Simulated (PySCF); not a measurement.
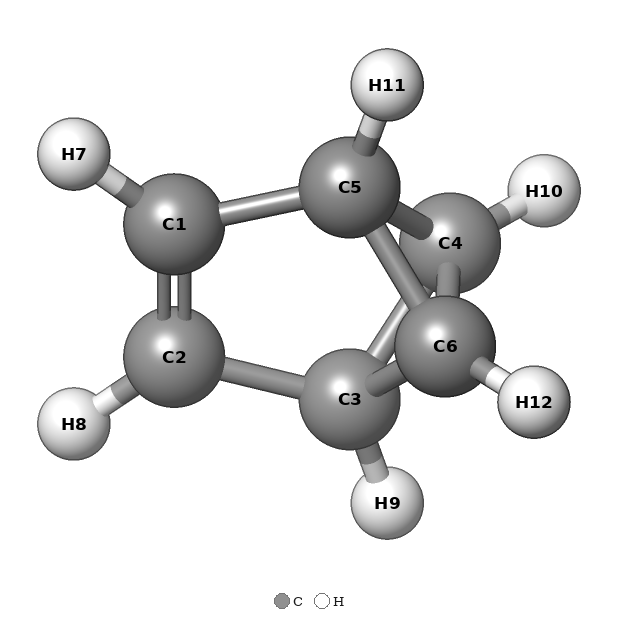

The computed structure is the end point of a GFN2-xTB optimisation. No frequency run is at hand to confirm it as a minimum. Level of theory: delta-SCF UKS SCAN, pcX-2 on the ionised atom, pcseg-1 elsewhere, spin-free X2C (PySCF 2.14.0).

Give the core-electron binding energies (to vacuum) of C1 1s, C3 1s, C4 1s.

```tsv
atom	level	binding energy (eV)
C1	1s	289.8
C3	1s	290.9
C4	1s	290.7
```
